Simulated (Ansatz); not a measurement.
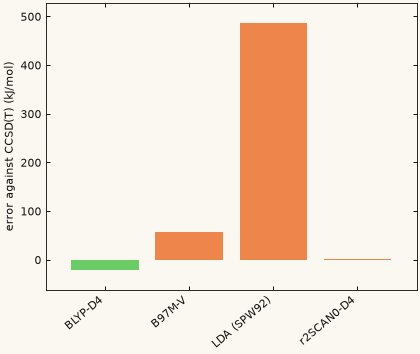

Error in the electronic atomisation energy (method less reference, so positive means overbinding) of C₂H₈AlB, SMILES CB[CH2][AlH2], singlet: functionals in def2-TZVPP against frozen-core CCSD(T) at the limit (MP2 extrapolated from triple and quadruple zeta, plus CCSD(T) less MP2 in a smaller set), which gives 4195.0 kJ/mol, at a PBE0-D4/def2-TZVP geometry (a minimum by its frequencies), no zero-point or spin-orbit term, the Ansatz code. The reference leaves out core correlation, a term that grows with the number of heavy atoms.

What range do the values span?

Answer. From −21.7 kJ/mol (BLYP-D4) to 487.4 kJ/mol (LDA (SPW92)).

Give the values.

Answer.
| level | kJ/mol |
| --- | --- |
| BLYP-D4 | −21.7 |
| B97M-V | 57.0 |
| LDA (SPW92) | 487.4 |
| r2SCAN0-D4 | 2.6 |

Limits of at least one run: one conformer of a flexible molecule.
